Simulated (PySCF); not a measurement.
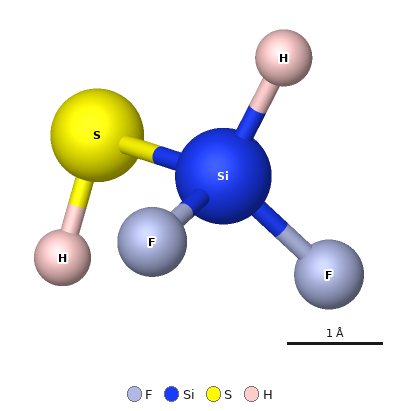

*The structure as given in the input (ball-and-stick view, seen at a tilt).*

**SiH$_{2}$SF$_{2}$ (charge +1): single-point calculation**

System: SiH$_{2}$SF$_{2}$, charge +1, multiplicity 2.
Method: B3LYP/cc-pVTZ, UKS (PySCF 2.14.0).

The geometry is that of the parent species in another charge or spin state. The geometry comes from this level: PBE0-D4/def2-TZVP.

**Input file (calc.py)**
```python
from pyscf import gto, dft

molecule = gto.Mole()
molecule.atom = '''
F   -0.390100  -1.503700   0.703600
Si   0.413300  -0.308900   0.041100
F    0.491500  -0.663200  -1.501700
S   -0.555100   1.532600   0.355800
H    1.769100  -0.249400   0.605800
H   -1.686500   1.128700  -0.250700
'''
molecule.max_memory = 1860
molecule.spin = 1
molecule.basis = 'cc-pvtz'
molecule.charge = 1
molecule.verbose = 3
molecule.build()

myscf = dft.UKS(molecule, xc='b3lyp')
myscf.grids.level = 4
myscf.conv_tol = 1e-10
myscf.kernel()
if not myscf.converged:
    myscf = myscf.newton().run(myscf.mo_coeff, myscf.mo_occ)

etot = myscf.e_tot
print('E(%s) = %.9f' % ('B3LYP', etot))
```

Launched with:
```bash
OMP_NUM_THREADS=1 python calc.py
```

**The program's output**
```
WARN: HOMO -0.311265448648761 >= LUMO -0.311265448648761

converged SCF energy = -888.483932099225  <S^2> = 0.7541744  2S+1 = 2.0041701
E(B3LYP) = -888.483932099
```

**Results in brief**

```csv
quantity,value
outcome,converged
total energy,−888.483932 hartree
basis functions,156
⟨S²⟩,0.754
hardware,"1 thread of Arm Neoverse V1, 24 GiB of memory available, shared host"
wall time,64 s
peak memory,1.1 GiB
```

The record of the run, not the program, notes: dipole of an ion depends on the origin.
